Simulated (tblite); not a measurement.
Geometry relaxation of SiNH2Cl

The run: geometry relaxation of SiNH2Cl, multiplicity 3, SMILES N[Si]Cl. Method and program: GFN2-xTB geometry optimisation, gas phase (tblite 0.8.0).

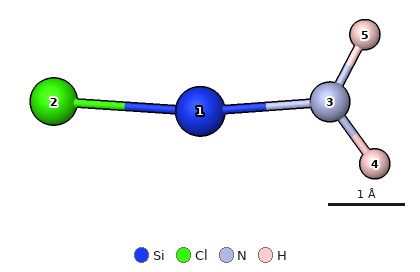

*The structure as given in the input (ball-and-stick view, seen at a tilt; atoms are numbered from 1 in the order of the input).*

Bond lengths as drawn: Cl–Si 2.13 Å, H–N 1.02 Å and N–Si 1.80 Å.

## Input file
```
{"job": {"kind": "relax", "xc": "GFN2-xTB", "basis": "xTB"}, "charge": 0, "multiplicity": 3}
Si    -1.048493     2.885245    -0.268822
Cl    -1.062774     4.154783    -1.977960
N     -1.087699     1.579413     0.976642
H     -1.802095     1.646981     1.702790
H     -0.907247     0.633838     0.645296
```

The first line tells a small driver script what to run in tblite; the rest is the geometry in Å.

Run on 1 CPU thread, shared host.

Run as:
```bash
OMP_NUM_THREADS=1 python <driver script> task.json out
```

## Output
```
step      E/eV     max force
  0    -275.32198    1.664
  1    -275.38297    1.043
  2    -275.42953    1.018
  3    -275.44664    0.810
  4    -275.50301    0.806
  5    -275.52790    0.768
  6    -275.54146    0.555
  7    -275.55792    0.615
  8    -275.58982    0.990
  9    -275.65196    1.731
 10    -275.72679    2.022
 11    -275.79361    1.204
 12    -275.81609    0.473
 13    -275.80826    0.620
 14    -275.82234    0.209
 15    -275.82369    0.225
 16    -275.82654    0.217
 17    -275.82902    0.162
 18    -275.83040    0.111
 19    -275.83175    0.125
 20    -275.83319    0.115
 21    -275.83401    0.064
 22    -275.83419    0.026
 23    -275.83422    0.016
 24    -275.83423    0.014
 25    -275.83425    0.014
 26    -275.83428    0.018
 27    -275.83431    0.019
 28    -275.83433    0.017
 29    -275.83434    0.015
 30    -275.83436    0.018
 31    -275.83440    0.025
 32    -275.83448    0.032
 33    -275.83458    0.030
 34    -275.83465    0.017
 35    -275.83467    0.004
```

## Trajectory as extended XYZ (Å, eV, eV/Å), 19 of the 36 frames kept, from step=0 to step=35
```
5
Properties=species:S:1:pos:R:3:forces:R:3 step=0 energy=-275.32198
Si   -1.0485    2.8852   -0.2688    0.6250  -0.8790   1.2670
Cl   -1.0628    4.1548   -1.9780   -0.2760   0.2890  -0.5320
N    -1.0877    1.5794    0.9766   -0.3990   0.8210  -0.9230
H    -1.8021    1.6470    1.7028    0.1940  -0.3630  -0.1720
H    -0.9072    0.6338    0.6453   -0.1440   0.1320   0.3590
5
Properties=species:S:1:pos:R:3:forces:R:3 step=2 energy=-275.42953
Si   -1.0136    2.8540   -0.2181    0.6370   0.6910  -0.3920
Cl   -1.0778    4.1667   -2.0011   -0.2380  -0.0120  -0.0750
N    -1.1122    1.6032    0.9383   -0.4810  -0.6020   0.2700
H    -1.7915    1.6306    1.6943    0.0120  -0.0760   0.0500
H    -0.9132    0.6457    0.6644    0.0700   0.0000   0.1470
5
Properties=species:S:1:pos:R:3:forces:R:3 step=4 energy=-275.50301
Si   -0.9303    2.8869   -0.2081    0.3280   0.0340   0.1760
Cl   -1.1109    4.1731   -2.0241   -0.1730  -0.2070   0.1630
N    -1.1655    1.5840    0.9209    0.0880   0.5190  -0.6110
H    -1.7914    1.6122    1.7004   -0.3880   0.0890   0.3580
H    -0.9101    0.6441    0.6889    0.1460  -0.4340  -0.0860
5
Properties=species:S:1:pos:R:3:forces:R:3 step=6 energy=-275.54146
Si   -0.8395    2.9141   -0.1873    0.0280  -0.1500   0.2040
Cl   -1.1494    4.1693   -2.0374   -0.0750  -0.3660   0.4100
N    -1.2176    1.5821    0.8806    0.0000   0.1670  -0.3190
H    -1.7991    1.5998    1.7116   -0.0160   0.2760  -0.1710
H    -0.9026    0.6350    0.7105    0.0650   0.0720  -0.1230
5
Properties=species:S:1:pos:R:3:forces:R:3 step=8 energy=-275.58982
Si   -0.7562    2.9267   -0.1513    0.0420   0.2740  -0.1960
Cl   -1.1915    4.1233   -2.0010   -0.0070  -0.4300   0.5180
N    -1.2660    1.5906    0.8166   -0.2510  -0.7670   0.5750
H    -1.8054    1.6211    1.6985    0.3480   0.3050  -0.7620
H    -0.8893    0.6386    0.7152   -0.1330   0.6180  -0.1340
5
Properties=species:S:1:pos:R:3:forces:R:3 step=10 energy=-275.72679
Si   -0.5880    2.9536   -0.0689    0.2100   0.5700  -0.4250
Cl   -1.2844    3.9400   -1.8221    0.0430  -0.2730   0.3360
N    -1.3553    1.6013    0.6711   -0.2290  -1.2490   1.5740
H    -1.8191    1.7280    1.6126    0.5900  -0.1460  -1.3780
H    -0.8615    0.6774    0.6853   -0.6150   1.0980  -0.1080
5
Properties=species:S:1:pos:R:3:forces:R:3 step=12 energy=-275.81609
Si   -0.5056    2.9695   -0.0277   -0.1100  -0.1080  -0.0260
Cl   -1.3273    3.8390   -1.7217    0.0020  -0.0450   0.0410
N    -1.3868    1.5973    0.6346    0.4440   0.1510  -0.0630
H    -1.8182    1.7737    1.5318   -0.0780  -0.1720   0.0130
H    -0.8705    0.7208    0.6610   -0.2580   0.1750   0.0350
5
Properties=species:S:1:pos:R:3:forces:R:3 step=14 energy=-275.82234
Si   -0.5330    2.9656   -0.0414    0.0830   0.0500  -0.0130
Cl   -1.3136    3.8596   -1.7409   -0.0440  -0.0560   0.0110
N    -1.3671    1.5987    0.6534    0.0840   0.1910  -0.0150
H    -1.8183    1.7601    1.5436   -0.0550  -0.1240   0.0000
H    -0.8763    0.7162    0.6631   -0.0680  -0.0600   0.0180
5
Properties=species:S:1:pos:R:3:forces:R:3 step=16 energy=-275.82654
Si   -0.5084    2.9733   -0.0355    0.0050  -0.0610   0.0510
Cl   -1.3269    3.8385   -1.7242   -0.0400  -0.0170  -0.0280
N    -1.3687    1.6082    0.6422    0.1930   0.0990   0.0080
H    -1.8223    1.7594    1.5328   -0.0750  -0.0460   0.0050
H    -0.8820    0.7208    0.6627   -0.0830   0.0250  -0.0370
5
Properties=species:S:1:pos:R:3:forces:R:3 step=18 energy=-275.83040
Si   -0.4924    2.9802   -0.0342    0.0260  -0.0450   0.0850
Cl   -1.3376    3.8233   -1.7164   -0.0440   0.0110  -0.0620
N    -1.3534    1.6234    0.6433    0.0740  -0.0230   0.0800
H    -1.8307    1.7501    1.5253   -0.0710   0.0760   0.0020
H    -0.8943    0.7233    0.6600    0.0140  -0.0190  -0.1040
5
Properties=species:S:1:pos:R:3:forces:R:3 step=19 energy=-275.83175
Si   -0.4891    2.9813   -0.0330    0.0450   0.0000   0.0640
Cl   -1.3411    3.8194   -1.7162   -0.0370   0.0080  -0.0540
N    -1.3443    1.6281    0.6482   -0.0010  -0.0360   0.0830
H    -1.8355    1.7486    1.5232   -0.0560   0.0890   0.0060
H    -0.8983    0.7229    0.6557    0.0480  -0.0600  -0.0980
5
Properties=species:S:1:pos:R:3:forces:R:3 step=21 energy=-275.83401
Si   -0.4792    2.9835   -0.0262    0.0220   0.0410   0.0080
Cl   -1.3505    3.8084   -1.7138   -0.0040  -0.0060  -0.0100
N    -1.3286    1.6342    0.6590   -0.0430  -0.0130   0.0200
H    -1.8476    1.7539    1.5177   -0.0010   0.0300   0.0070
H    -0.9024    0.7203    0.6411    0.0260  -0.0520  -0.0250
5
Properties=species:S:1:pos:R:3:forces:R:3 step=23 energy=-275.83422
Si   -0.4765    2.9845   -0.0239   -0.0050   0.0110   0.0100
Cl   -1.3523    3.8054   -1.7119    0.0030  -0.0050  -0.0040
N    -1.3294    1.6336    0.6585   -0.0010   0.0020  -0.0080
H    -1.8486    1.7574    1.5167    0.0100   0.0000   0.0040
H    -0.9014    0.7193    0.6385   -0.0070  -0.0080  -0.0010
5
Properties=species:S:1:pos:R:3:forces:R:3 step=25 energy=-275.83425
Si   -0.4769    2.9852   -0.0231   -0.0080   0.0040   0.0080
Cl   -1.3520    3.8050   -1.7118    0.0030  -0.0050  -0.0040
N    -1.3307    1.6331    0.6572    0.0080  -0.0020   0.0000
H    -1.8473    1.7579    1.5169    0.0090  -0.0030   0.0000
H    -0.9014    0.7190    0.6388   -0.0120   0.0060  -0.0040
5
Properties=species:S:1:pos:R:3:forces:R:3 step=27 energy=-275.83431
Si   -0.4786    2.9877   -0.0208   -0.0030  -0.0010   0.0000
Cl   -1.3511    3.8037   -1.7131    0.0040  -0.0050  -0.0010
N    -1.3304    1.6331    0.6567    0.0010  -0.0030   0.0090
H    -1.8449    1.7580    1.5175    0.0020  -0.0070   0.0030
H    -0.9033    0.7177    0.6376   -0.0040   0.0150  -0.0110
5
Properties=species:S:1:pos:R:3:forces:R:3 step=29 energy=-275.83434
Si   -0.4800    2.9895   -0.0196    0.0030  -0.0010  -0.0020
Cl   -1.3505    3.8026   -1.7146    0.0040  -0.0050   0.0000
N    -1.3284    1.6338    0.6583   -0.0110   0.0050   0.0030
H    -1.8442    1.7573    1.5183   -0.0020  -0.0060   0.0110
H    -0.9052    0.7171    0.6355    0.0060   0.0080  -0.0110
5
Properties=species:S:1:pos:R:3:forces:R:3 step=31 energy=-275.83440
Si   -0.4821    2.9920   -0.0180    0.0050  -0.0020   0.0030
Cl   -1.3487    3.8004   -1.7171    0.0020  -0.0040  -0.0020
N    -1.3270    1.6353    0.6611   -0.0190   0.0140  -0.0100
H    -1.8431    1.7551    1.5211   -0.0010  -0.0040   0.0160
H    -0.9073    0.7175    0.6308    0.0130  -0.0040  -0.0070
5
Properties=species:S:1:pos:R:3:forces:R:3 step=33 energy=-275.83458
Si   -0.4885    2.9993   -0.0117    0.0030  -0.0050   0.0090
Cl   -1.3423    3.7926   -1.7241   -0.0010  -0.0010  -0.0020
N    -1.3292    1.6389    0.6650   -0.0160   0.0170  -0.0180
H    -1.8364    1.7486    1.5315    0.0030   0.0000   0.0110
H    -0.9120    0.7208    0.6172    0.0120  -0.0120   0.0010
5
Properties=species:S:1:pos:R:3:forces:R:3 step=35 energy=-275.83467
Si   -0.4913    3.0024   -0.0077    0.0000  -0.0010   0.0020
Cl   -1.3387    3.7886   -1.7264   -0.0010   0.0000  -0.0010
N    -1.3344    1.6399    0.6635   -0.0010   0.0030  -0.0030
H    -1.8310    1.7461    1.5367    0.0000   0.0010   0.0010
H    -0.9129    0.7233    0.6119    0.0010  -0.0030   0.0010
```

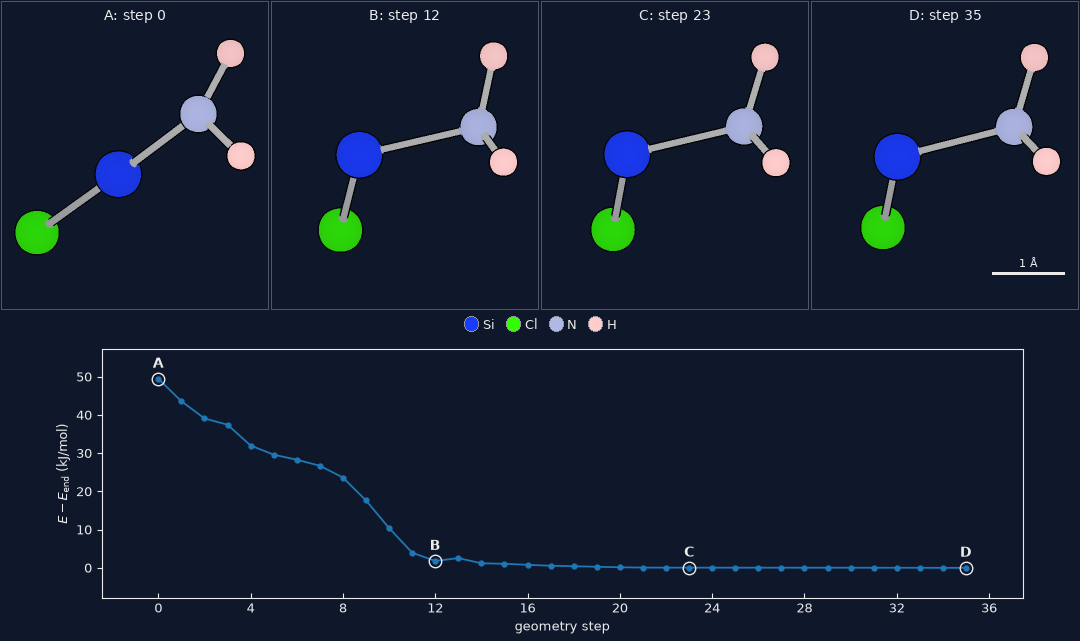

*Frames of the relaxation (ball-and-stick view, seen at a tilt) above the curves, on which the letters mark them (steps are counted from 0).*

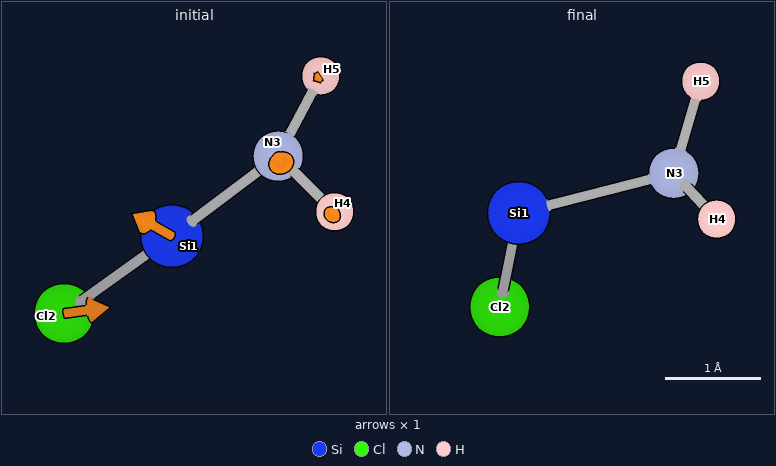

*Before (left) and after (right) the relaxation, at one scale (ball-and-stick view, seen at a tilt). The orange arrows give the displacements, at true length.*

Si1 moves most after the best rigid fit: 0.62 Å. By element the largest moves are Si 0.62 Å, Cl 0.53 Å, N 0.40 Å, H 0.20 Å. Distances before and after: Si1–N3 1.805 → 1.737 Å, Si1–Cl2 2.129 → 2.071 Å, N3–H4 1.021 → 1.010 Å. Among the angles that change: Cl2–Si1–N3 170.1° → 114.8°, H4–N3–H5 114.6° → 110.2°, Si1–N3–H5 116.3° → 119.3°. The energy falls by 49.5 kJ/mol in 35 geometry steps. Largest force component: 1.3 eV/Å at the start, 0.003 eV/Å at the end. (Atoms are counted from 1 in the order of the input.)

## Key numbers

```tsv
quantity	value
outcome	converged
total energy	−275.8347 eV
peak memory	0.18 GiB
```
